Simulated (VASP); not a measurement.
# A VASP study of NbAs2 (optB86b-vdW): structure first, properties next, part 2 of 2

Aim: relax NbAs2 with optB86b-vdW, compute its properties on that cell and hold them against experiment. The start is a cell from a database of measured crystal structures.

VASP 6.6.1, plane waves and PAW; the level of theory is named at each step.

So far. Step 5 (Density of states (optB86b-vdW)): The finer mesh and the other smearing move the Fermi level by +0.03 eV from the 7×7×7 run, a small shift, which tests the Fermi level alone. Of the states within 0.3 eV of the Fermi level, the largest shares in the PAW spheres are Nb d 44 % and As p 20 %. The rest lies in smaller channels or between the spheres. Step 6 (Zone-centre phonons (optB86b-vdW)): The three acoustic modes come out at zero, and all others are real.

The database entry behind the starting cell differs from later determinations by our own check (b about 0.4 % long), so it need not match the best structure at ambient conditions.

## (7) Bands along the symmetry lines (optB86b-vdW + SOC) (continued)

On-site spin-orbit energy by atom:

```
atom  on-site spin-orbit energy (eV)
 Nb1                          -0.174
 Nb2                          -0.174
 As3                          -0.026
 As4                          -0.026
 As5                          -0.026
 As6                          -0.026
```

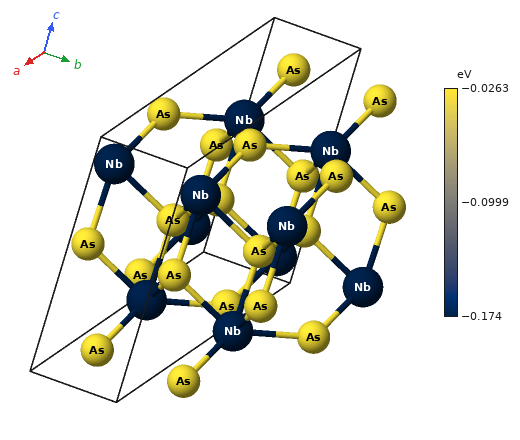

Atoms coloured by on-site spin-orbit energy. 1×2×1 conventional cells are drawn. Some periodic images of atoms are drawn too.

Electronic bands along the path, in eV, zero at the Fermi level; # counts the bands kept:

```
    point    #19    #20    #21    #22    #23    #24   #25   #26
        X  -0.68  -0.68  -0.65  -0.65   0.15   0.15  0.61  0.61
        Γ  -1.05  -1.05  -0.75  -0.75  -0.15  -0.15  0.87  0.87
        Y  -1.23  -1.23  -0.55  -0.55  -0.11  -0.11  0.16  0.16
jump to L  -0.69  -0.69  -0.18  -0.18  -0.03  -0.03  0.58  0.58
        Γ  -1.05  -1.05  -0.75  -0.75  -0.15  -0.15  0.87  0.87
        Z  -1.78  -1.78  -1.38  -1.38  -0.94  -0.94  1.52  1.52
jump to N  -1.68  -1.68  -1.29  -1.29  -0.63  -0.63  0.56  0.56
        Γ  -1.05  -1.05  -0.75  -0.75  -0.15  -0.15  0.87  0.87
        M  -1.68  -1.68  -1.29  -1.29  -0.63  -0.63  0.56  0.56
jump to R  -1.78  -1.78  -1.38  -1.38  -0.94  -0.94  1.52  1.52
        Γ  -1.05  -1.05  -0.75  -0.75  -0.15  -0.15  0.87  0.87
```

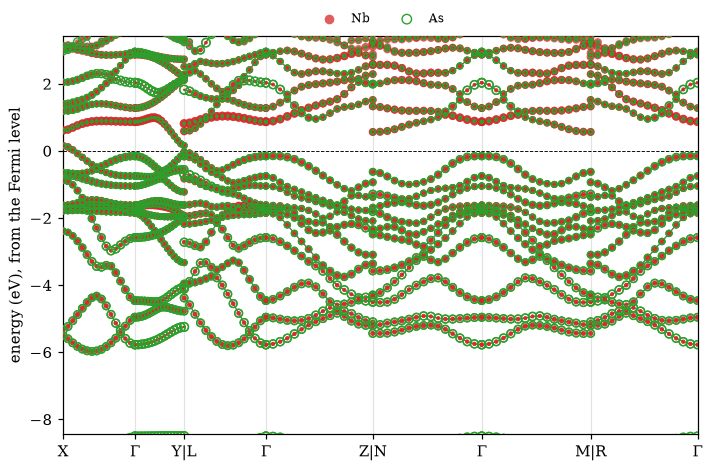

Electronic bands along the path; dots are coloured as in the legend, and their area grows with the weight.

There is no gap at this level.

## (8) Band structure (optB86b-vdW), changed input

This step: optB86b-vdW; plane waves and PAW (Nb_sv, As) (VASP 6.6.1).

Levels along the symmetry lines show where the bands peak and cross; KPOINTS_OPT computes them in the converged potential. Some settings are moved from the usual, to see what they do.

File INCAR:

```
SYSTEM = NbAs2
PREC = Accurate
ENCUT = 400
EDIFF = 1E-06
NELM = 100
ISMEAR = 0
SIGMA = 0.05
LREAL = .FALSE.
ALGO = Normal
GGA = MK
AGGAC = 0
LUSE_VDW = .TRUE.
PARAM1 = 0.1234
PARAM2 = 1
LASPH = .TRUE.
NBANDS = 39
LORBIT = 11
LWAVE = .FALSE.
LCHARG = .FALSE.
KPAR = 4
NELECT = 46.02
ADDGRID = .TRUE.
```

File POSCAR:

```
NbAs2
1.0
    0.0000000000     -3.3954269903      0.0000000000
   -4.7113772301      1.6977134952      0.0001648936
   -0.8578096760      1.6977134952     -6.8120314301
Nb As
2 4
Direct
    0.8430244161      0.8816078105      0.8044410217
    0.1569755839      0.1183921895      0.1955589783
    0.5940717459      0.2968785973      0.8912648945
    0.4059282541      0.7031214027      0.1087351055
    0.1412102462      0.7538551822      0.5285653101
    0.8587897538      0.2461448178      0.4714346899
```

File KPOINTS:

```
Automatic mesh
0
Gamma
7 7 7
0 0 0
```

File KPOINTS_OPT:

```
Line mode
16
Line-mode
Reciprocal
  0.00000000   0.50000000   0.00000000 X
  0.00000000   0.00000000   0.00000000 GAMMA

  0.00000000   0.00000000   0.00000000 GAMMA
  0.00000000   0.00000000   0.50000000 Y

  0.00000000   0.50000000   0.50000000 L
  0.00000000   0.00000000   0.00000000 GAMMA

  0.00000000   0.00000000   0.00000000 GAMMA
  0.50000000  -0.50000000  -0.50000000 Z

  0.50000000   0.00000000  -0.50000000 N
  0.00000000   0.00000000   0.00000000 GAMMA

  0.00000000   0.00000000   0.00000000 GAMMA
  0.50000000  -0.50000000   0.00000000 M

  0.50000000   0.00000000   0.00000000 R
  0.00000000   0.00000000   0.00000000 GAMMA
```

Potentials, in the order of the species: Nb_sv and As (PBE family, release 64).

On the command line:

```console
$ mpirun -np 4 vasp_std
```

Run time: 91 s. Hardware: 4 MPI ranks of AMD EPYC 9R45, shared host; peak memory 2.4 GiB.

The run converged; its settings lie outside those of the reference runs, so its numbers are set aside.

Settings moved from the usual: ADDGRID = True and NELECT = 46.02.

NELECT differs from the neutral count, so the cell is charged against a uniform background: another system, not a numerical setting.

## (9) Summary of results

* relaxed volume: 18.16 Å³/atom
* relaxed conventional cell a, b, c: 9.423, 3.395, 7.827 Å; angles 90.0, 119.5, 90.0°
* space group after relaxing, within 0.02 Å: C2/m (No. 12)
* band gap: none, a metal
* DOS at the Fermi level: 0.373 states/eV/cell
* highest zone-centre mode: 289 cm⁻¹
* band gap (optB86b-vdW + SOC): none, a metal

With optB86b-vdW, NbAs2 relaxes to 18.16 Å³/atom in space group C2/m (held by the symmetry of the run) and comes out as a metal. Against the listed cell the volume lies +0.8 % (a +0.6 %, b under 0.05 %, c +0.4 %). Bands along the symmetry lines (optB86b-vdW): Of the bands kept, 1 crosses the Fermi level on this path. Zone-centre phonons (optB86b-vdW): The highest mode in this list at Γ, 289.2 cm⁻¹, has its largest share on Nb (55 % of the kinetic energy). Bands along the symmetry lines (optB86b-vdW + SOC): Of the bands kept, 2 cross the Fermi level on this path (spinor bands, one electron each). Modes at Γ alone can't show that the crystal is stable at other wave vectors. No search among competing phases was made, and a listed structure need not be the one stable at ambient conditions. All values are for a static lattice at zero temperature.

Calculation against experiment:

```
              quantity  measured     optB86b-vdW
lattice constant a (Å)    9.3556  9.423 (+0.7 %)
lattice constant c (Å)    7.7967  7.827 (+0.4 %)
```

Measured values from arxiv:1603.04056 (2016).

Verdict: The lattice constant a is off by +0.7 %: fair agreement. The lattice constant c is off by +0.4 %: good agreement. The grades are ours: good and fair within 0.7 and 1.5 % for the lattice constant a and 0.8 and 2 % for the lattice constant c. Zero-point motion and thermal expansion are not in the computed lattice constants. As a rule both would widen the computed cell, so the excess over experiment is if anything larger than shown.

[Lines on the potential files, build, host, timing and source positions are cut from VASP's logs without a mark.]

[Logs are printed without paths, hosts, clocks, repeated set-up lines and the standing remarks that a program may print on its own settings, such as how far it seeks lower states.]

[Hosts, paths, dates, database ids (printed as entryN), source tags and the programs' standing remarks are cut or masked in the printed files.]

[A measured line is paired with the nearest computed mode of its activity, which favours agreement.]
